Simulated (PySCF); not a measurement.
**GaHSeCl2 (SMILES [Cl][Ga]([Cl])[SeH]) at 6 levels**

Wanted: a comparison of 6 runs (HF/STO-3G, HF/def2-SVP, wB97X/3-21G, B3LYP/6-31G*, PBE0/def2-SVP) of GaHSeCl2. Input form: a Python script.

The calculation is run with PySCF 2.14.0.

### Step 1. The structure to begin with

GaHSeCl2 has 5 atoms, charge 0, and is taken as a singlet. As SMILES, `[Cl][Ga]([Cl])[SeH]`. The shape is that of a PBE0-D4/def2-TZVP optimisation.

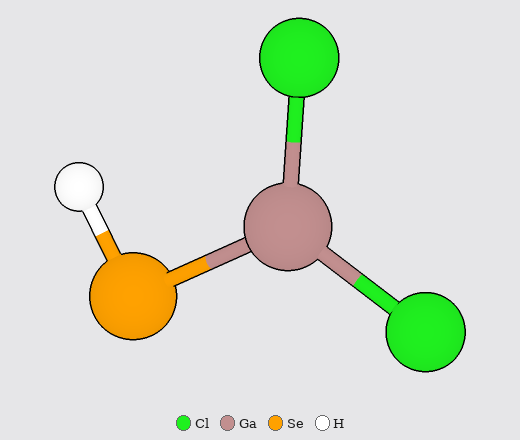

Viewed from a chosen angle; chlorine green, gallium pink, selenium orange, hydrogen white.

### Step 2. Energy and forces at HF/STO-3G (run 1)

Contents of geometry.xyz:

```xyz
5
Cl2GaHSe
Cl     1.565200    -0.816300     1.955100
Ga     0.270800    -0.384500     0.326100
Cl    -0.593300    -2.024800    -0.717000
Se    -0.155400     1.797300    -0.258200
H     -1.037500     1.354700    -1.347300
```

Contents of input.py:

```python
import pyscf.grad
from pyscf import gto, scf

system = gto.Mole()
system.atom = 'geometry.xyz'
system.verbose = 4
system.max_memory = 1860
system.basis = 'sto-3g'
system.build()

myscf = scf.RHF(system)
myscf.conv_tol = 1e-10
myscf.kernel()
if not myscf.converged:
    myscf = myscf.newton().run(myscf.mo_coeff, myscf.mo_occ)

e_tot = myscf.e_tot
print('Final energy', e_tot)
grad = myscf.Gradients().kernel()
myscf.analyze()
```

Run with:

```sh
OMP_NUM_THREADS=1 python input.py
```

The program printed:

```text
PySCF version 2.14.0

[INPUT] num. atoms = 5
[INPUT] num. electrons = 100
[INPUT] charge = 0
[INPUT] spin (= nelec alpha-beta = 2S) = 0
[INPUT] symmetry False subgroup None
[INPUT] Mole.unit = angstrom
[INPUT] Symbol           X                Y                Z      unit          X                Y                Z       unit  Magmom
[INPUT]  1 Cl     1.565200000000  -0.816300000000   1.955100000000 AA    2.957799330169  -1.542583435482   3.694603546137 Bohr   0.0
[INPUT]  2 Ga     0.270800000000  -0.384500000000   0.326100000000 AA    0.511737834532  -0.726599694895   0.616239689221 Bohr   0.0
[INPUT]  3 Cl    -0.593300000000  -2.024800000000  -0.717000000000 AA   -1.121174509704  -3.826317457019  -1.354933631313 Bohr   0.0
[INPUT]  4 Se    -0.155400000000   1.797300000000  -0.258200000000 AA   -0.293663439757   3.396404763681  -0.487927285363 Bohr   0.0
[INPUT]  5 H     -1.037500000000   1.354700000000  -1.347300000000 AA   -1.960590854236   2.560011980948  -2.546028007627 Bohr   0.0

[... 64 lines left out ...]
Total Energy =                       -5184.366870230568566
[... 7 lines left out ...]
MO #1   energy= -455.640546544725  occ= 2
[... 5 lines left out ...]
MO #7   energy= -53.5183855796831  occ= 2
[... 5 lines left out ...]
MO #13  energy= -10.3587403443147  occ= 2
[... 5 lines left out ...]
MO #19  energy= -7.79704936677955  occ= 2
[... 5 lines left out ...]
MO #25  energy= -5.86644275870639  occ= 2
[... 5 lines left out ...]
MO #31  energy= -1.71758897252576  occ= 2
[... 5 lines left out ...]
MO #37  energy= -0.545777767662925 occ= 2
[... 5 lines left out ...]
MO #43  energy= -0.421448981787053 occ= 2
[... 5 lines left out ...]
MO #49  energy= -0.344699841395547 occ= 2
[... 5 lines left out ...]
MO #55  energy= 0.431663094946743  occ= 0
[... 24 lines left out ...]
pop of  1 Ga 3dxy         1.98234
pop of  1 Ga 3dyz         1.97303
pop of  1 Ga 3dz^2        1.98591
pop of  1 Ga 3dxz         1.91126
pop of  1 Ga 3dx2-y2      1.94066
pop of  2 Cl 1s           2.00000
pop of  2 Cl 2s           1.99985
pop of  2 Cl 3s           1.90105
pop of  2 Cl 2px          1.99991
pop of  2 Cl 2py          1.99979
pop of  2 Cl 2pz          1.99989
pop of  2 Cl 3px          1.84504
pop of  2 Cl 3py          1.66818
pop of  2 Cl 3pz          1.81839
pop of  3 Se 1s           2.00000
pop of  3 Se 2s           1.99997
pop of  3 Se 3s           1.99991
pop of  3 Se 4s           1.76822
pop of  3 Se 2px          2.00000
pop of  3 Se 2py          2.00000
pop of  3 Se 2pz          2.00000
pop of  3 Se 3px          1.99967
pop of  3 Se 3py          1.99936
pop of  3 Se 3pz          1.99954
pop of  3 Se 4px          1.53097
pop of  3 Se 4py          1.31678
pop of  3 Se 4pz          1.35348
pop of  3 Se 3dxy         1.99950
pop of  3 Se 3dyz         1.99928
pop of  3 Se 3dz^2        1.99947
pop of  3 Se 3dxz         1.99846
pop of  3 Se 3dx2-y2      1.99902
pop of  4 H 1s            1.00305
 ** Mulliken atomic charges  **
charge of    0Cl =     -0.22991
charge of    1Ga =      0.42870
charge of    2Cl =     -0.23211
charge of    3Se =      0.03637
charge of    4H =     -0.00305
Dipole moment(X, Y, Z, Debye): -1.06909,  1.51871, -1.36864
```

It took 12 s on 1 thread of Intel Xeon at 2.50GHz (Skylake/Cascade Lake), shared host; peak memory 0.13 GiB.

### Step 3. Energy and forces at HF/def2-SVP (run 2)

Contents of calc.py:

```python
# [Cl][Ga]([Cl])[SeH]
from pyscf import gto, scf

mol = gto.M(
    atom='''
Cl     2.957799    -1.542583     3.694604
Ga     0.511738    -0.726600     0.616240
Cl    -1.121175    -3.826317    -1.354934
Se    -0.293663     3.396405    -0.487927
H     -1.960591     2.560012    -2.546028
''',
    charge=0,
    basis='def2-svp',
    verbose=4,
    unit='bohr',
    max_memory=1860,
)

mf = scf.RHF(mol)
mf.conv_tol = 1e-10
mf.kernel()
if not mf.converged:
    mf = mf.newton().run(mf.mo_coeff, mf.mo_occ)

e_tot = mf.e_tot
print('E = %.10f Eh' % e_tot)
grad = mf.nuc_grad_method().kernel()
mf.analyze()
```

Run with:

```sh
OMP_NUM_THREADS=1 python calc.py
```

The program printed:

```text
PySCF version 2.14.0

[INPUT] num. atoms = 5
[INPUT] num. electrons = 100
[INPUT] charge = 0
[INPUT] spin (= nelec alpha-beta = 2S) = 0
[INPUT] symmetry False subgroup None
[INPUT] Mole.unit = bohr
[INPUT] Symbol           X                Y                Z      unit          X                Y                Z       unit  Magmom
[INPUT]  1 Cl     1.565199825282  -0.816299769553   1.955100240174 AA    2.957799000000  -1.542583000000   3.694604000000 Bohr   0.0
[INPUT]  2 Ga     0.270800087562  -0.384500161454   0.326100164457 AA    0.511738000000  -0.726600000000   0.616240000000 Bohr   0.0
[INPUT]  3 Cl    -0.593300259453  -2.024799758156  -0.717000195101 AA   -1.121175000000  -3.826317000000  -1.354934000000 Bohr   0.0
[INPUT]  4 Se    -0.155399767290   1.797300125055  -0.258199848993 AA   -0.293663000000   3.396405000000  -0.487927000000 Bohr   0.0
[INPUT]  5 H     -1.037500077135   1.354700010082  -1.347299995964 AA   -1.960591000000   2.560012000000  -2.546028000000 Bohr   0.0

[... 62 lines left out ...]
Total Energy =                       -5242.008228437333855
[... 11 lines left out ...]
MO #5   energy= -60.6407722127723  occ= 2
[... 9 lines left out ...]
MO #15  energy= -8.92198557071608  occ= 2
[... 9 lines left out ...]
MO #25  energy= -6.47783647533393  occ= 2
[... 9 lines left out ...]
MO #35  energy= -1.2880659959833   occ= 2
[... 9 lines left out ...]
MO #45  energy= -0.493915645582161 occ= 2
[... 9 lines left out ...]
MO #55  energy= 0.197834007589     occ= 0
[... 9 lines left out ...]
MO #65  energy= 0.58069958765737   occ= 0
[... 9 lines left out ...]
MO #75  energy= 1.02027810466222   occ= 0
[... 9 lines left out ...]
MO #85  energy= 1.19529879451441   occ= 0
[... 9 lines left out ...]
MO #95  energy= 2.25244912824088   occ= 0
[... 9 lines left out ...]
MO #105 energy= 3.77315589693469   occ= 0
[... 74 lines left out ...]
pop of  3 Se 5s           0.00288
pop of  3 Se 2px          1.99999
pop of  3 Se 2py          1.99999
pop of  3 Se 2pz          1.99999
pop of  3 Se 3px          1.99995
pop of  3 Se 3py          1.99995
pop of  3 Se 3pz          1.99995
pop of  3 Se 4px          1.55517
pop of  3 Se 4py          1.48174
pop of  3 Se 4pz          1.38676
pop of  3 Se 5px          0.00331
pop of  3 Se 5py          0.00101
pop of  3 Se 5pz          0.00485
pop of  3 Se 3dxy         1.99999
pop of  3 Se 3dyz         1.99998
pop of  3 Se 3dz^2        1.99998
pop of  3 Se 3dxz         1.99996
pop of  3 Se 3dx2-y2      1.99998
pop of  3 Se 4dxy         0.00474
pop of  3 Se 4dyz         0.00529
pop of  3 Se 4dz^2        0.00242
pop of  3 Se 4dxz         0.00455
pop of  3 Se 4dx2-y2      0.00664
pop of  3 Se 5dxy         0.00005
pop of  3 Se 5dyz         0.00008
pop of  3 Se 5dz^2        0.00008
pop of  3 Se 5dxz         0.00023
pop of  3 Se 5dx2-y2      0.00009
pop of  4 H 1s            0.93326
pop of  4 H 2s            0.00592
pop of  4 H 2px           0.00231
pop of  4 H 2py           0.00060
pop of  4 H 2pz           0.00322
 ** Mulliken atomic charges  **
charge of    0Cl =     -0.29139
charge of    1Ga =      0.68705
charge of    2Cl =     -0.29298
charge of    3Se =     -0.15738
charge of    4H =      0.05469
Dipole moment(X, Y, Z, Debye): -0.70631,  1.02980, -0.90442
```

Wall time 31 s (1 thread of Intel Xeon at 2.50GHz (Skylake/Cascade Lake), shared host); peak memory 0.23 GiB.

Runs 3 to 5 aren't shown in full; the table further down has their settings and results.

### Step 4. Energy and gradient at B3LYP/6-31G(d) (Cartesian functions) (run 6)

Contents of run.py:

```python
# [Cl][Ga]([Cl])[SeH]
from pyscf import gto, dft

system = gto.M(
    atom='''
Cl       1.565200      -0.816300       1.955100
Ga       0.270800      -0.384500       0.326100
Cl      -0.593300      -2.024800      -0.717000
Se      -0.155400       1.797300      -0.258200
H       -1.037500       1.354700      -1.347300
''',
    max_memory=1860,
    verbose=4,
    cart=True,
    charge=0,
    basis='6-31g*',
)

ks = dft.RKS(system, xc='b3lyp')
ks.grids.level = 5
ks.conv_tol = 1e-10
ks.kernel()
if not ks.converged:
    ks = ks.newton().run(ks.mo_coeff, ks.mo_occ)

energy = ks.e_tot
print('E(%s) = %.9f' % ('B3LYP', energy))
grad = ks.nuc_grad_method().kernel()
ks.analyze()
```

Run with:

```sh
OMP_NUM_THREADS=1 python run.py
```

The program printed:

```text
PySCF version 2.14.0

[INPUT] num. atoms = 5
[INPUT] num. electrons = 100
[INPUT] charge = 0
[INPUT] spin (= nelec alpha-beta = 2S) = 0
[INPUT] symmetry False subgroup None
[INPUT] Mole.unit = angstrom
[INPUT] Cartesian GTO integrals (6d 10f)
[INPUT] Symbol           X                Y                Z      unit          X                Y                Z       unit  Magmom
[INPUT]  1 Cl     1.565200000000  -0.816300000000   1.955100000000 AA    2.957799330169  -1.542583435482   3.694603546137 Bohr   0.0
[INPUT]  2 Ga     0.270800000000  -0.384500000000   0.326100000000 AA    0.511737834532  -0.726599694895   0.616239689221 Bohr   0.0
[INPUT]  3 Cl    -0.593300000000  -2.024800000000  -0.717000000000 AA   -1.121174509704  -3.826317457019  -1.354933631313 Bohr   0.0
[INPUT]  4 Se    -0.155400000000   1.797300000000  -0.258200000000 AA   -0.293663439757   3.396404763681  -0.487927285363 Bohr   0.0
[INPUT]  5 H     -1.037500000000   1.354700000000  -1.347300000000 AA   -1.960590854236   2.560011980948  -2.546028007627 Bohr   0.0

[... 80 lines left out ...]
DFT Exchange-Correlation Energy =     -219.177088636216581
[... 11 lines left out ...]
MO #10  energy= -40.7771198399056  occ= 2
[... 9 lines left out ...]
MO #20  energy= -7.22290147554927  occ= 2
[... 9 lines left out ...]
MO #30  energy= -2.13711616699205  occ= 2
[... 9 lines left out ...]
MO #40  energy= -0.808388147337091 occ= 2
[... 9 lines left out ...]
MO #50  energy= -0.280398281157908 occ= 2
[... 9 lines left out ...]
MO #60  energy= 0.217247666826803  occ= 0
[... 9 lines left out ...]
MO #70  energy= 0.489508556666813  occ= 0
[... 9 lines left out ...]
MO #80  energy= 0.726446961592179  occ= 0
[... 9 lines left out ...]
MO #90  energy= 1.0169884781762    occ= 0
[... 9 lines left out ...]
MO #100 energy= 3.17418273833741   occ= 0
[... 9 lines left out ...]
MO #110 energy= 89.7428176380918   occ= 0
[... 79 lines left out ...]
pop of  3 Se 5s           0.00222
pop of  3 Se 2px          2.00000
pop of  3 Se 2py          1.99999
pop of  3 Se 2pz          2.00000
pop of  3 Se 3px          1.99991
pop of  3 Se 3py          1.99989
pop of  3 Se 3pz          1.99990
pop of  3 Se 4px          1.53793
pop of  3 Se 4py          1.35862
pop of  3 Se 4pz          1.37581
pop of  3 Se 5px          0.00655
pop of  3 Se 5py          0.00614
pop of  3 Se 5pz          0.00987
pop of  3 Se 3dxx         1.88155
pop of  3 Se 3dxy         1.99977
pop of  3 Se 3dxz         1.99975
pop of  3 Se 3dyy         1.88194
pop of  3 Se 3dyz         1.99975
pop of  3 Se 3dzz         1.88162
pop of  3 Se 4dxx         0.00139
pop of  3 Se 4dxy         0.00387
pop of  3 Se 4dxz         0.00492
pop of  3 Se 4dyy         0.00487
pop of  3 Se 4dyz         0.00456
pop of  3 Se 4dzz         0.00164
pop of  3 Se 5dxx         0.00095
pop of  3 Se 5dxy         0.00018
pop of  3 Se 5dxz         0.00036
pop of  3 Se 5dyy         0.00150
pop of  3 Se 5dyz         0.00023
pop of  3 Se 5dzz         0.00112
pop of  4  H 1s           0.88372
pop of  4  H 2s           0.00532
 ** Mulliken atomic charges  **
charge of    0Cl =     -0.18474
charge of    1Ga =      0.39512
charge of    2Cl =     -0.18871
charge of    3Se =     -0.13263
charge of    4H =      0.11096
Dipole moment(X, Y, Z, Debye): -0.73804,  1.38098, -0.95287
```

Wall time 2.2 min (1 thread of Intel Xeon at 2.50GHz (Skylake/Cascade Lake), shared host); peak memory 1.1 GiB.

### Step 5. All runs side by side

| run | level | integration grid | Cartesian functions | energy (Eh) | dipole moment (D) | HOMO energy (eV) | LUMO energy (eV) | wall time |
| --- | --- | --- | --- | --- | --- | --- | --- | --- |
| 1 | HF/STO-3G | – | no | -5184.366870 | 2.31 | -8.53 | 3.77 | 12 s |
| 2 | HF/def2-SVP | – | no | -5242.008228 | 1.54 | -10.41 | 1.79 | 31 s |
| 3 | wB97X/3-21G | 5 | no | -5222.343848 | 2.33 | -10.36 | 0.02 | 62 s |
| 4 | B3LYP/6-31G* (spherical functions) | 5 | no | -5247.050973 | 1.83 | -7.63 | -2.06 | 2.3 min |
| 5 | PBE0/def2-SVP | 5 | no | -5245.899391 | 1.62 | -7.82 | -1.50 | 59 s |
| 6 | B3LYP/6-31G* (Cartesian functions) | 5 | yes | -5247.069446 | 1.83 | -7.63 | -2.07 | 2.2 min |

### Step 6. Results

| quantity | value |
| --- | --- |
| run 6: total energy | -5247.06945 Eh |
| run 6: dipole moment | 1.83 D |
| run 6: HOMO energy | -7.63 eV |
| run 6: LUMO energy | -2.07 eV |
| run 6: HOMO–LUMO gap | 5.56 eV |
| run 6: largest force on an atom | 0.498 eV/Å |

What this shows: The dipole moment (its size) runs from 1.54 D (HF/def2-SVP) to 2.33 D (wB97X/3-21G). The two ends differ in method and basis. The HOMO–LUMO gap runs from 5.56 eV (B3LYP/6-31G*) to 12.31 eV (HF/STO-3G). Totals of different functionals can't be ranked against each other. In run 1 the basis is minimal, so the values are rough. All runs together took 7.2 min, the longest 2.3 min.
